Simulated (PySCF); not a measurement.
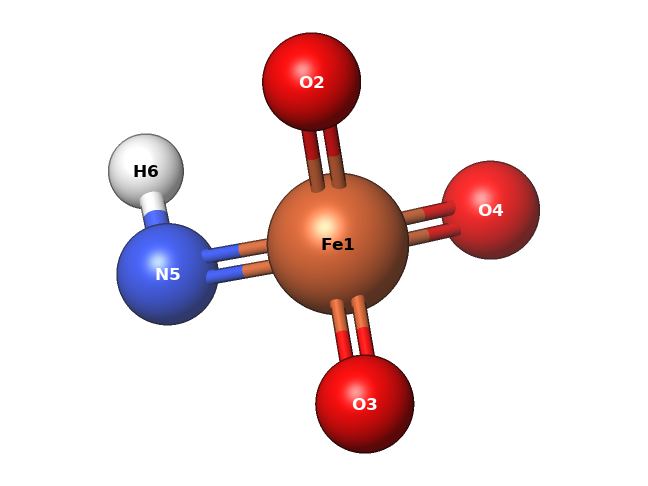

The species is neutral and a spin singlet. Computed geometry: PBE0-D3(BJ)/def2-SVP optimisation. No frequency run is at hand to confirm it as a minimum. Electric field gradients from the ground-state density, PBE0/pcSseg-1 (pcSseg-2 on Fe) (PySCF 2.14.0), non-relativistic apart from any core potentials.

Give the largest field-gradient component, the quadrupole coupling constant and the asymmetry for 17O at O2 (Q = −25.6 mb), 17O at O3 (Q = −25.6 mb), 17O at O4 (Q = −25.6 mb), 14N at N5 (Q = 20.44 mb), 2H at H6 (Q = 2.86 mb).

```json
{"atom": "O2", "V_zz (a.u.)": "0.784", "e²qQ/h (MHz)": "−4.72", "η": "0.69"}
{"atom": "O3", "V_zz (a.u.)": "0.882", "e²qQ/h (MHz)": "−5.31", "η": "0.53"}
{"atom": "O4", "V_zz (a.u.)": "0.747", "e²qQ/h (MHz)": "−4.49", "η": "0.66"}
{"atom": "N5", "V_zz (a.u.)": "−0.511", "e²qQ/h (MHz)": "−2.45", "η": "0.23"}
{"atom": "H6", "V_zz (a.u.)": "0.338", "e²qQ/h (MHz)": "0.227", "η": "0.01"}
```
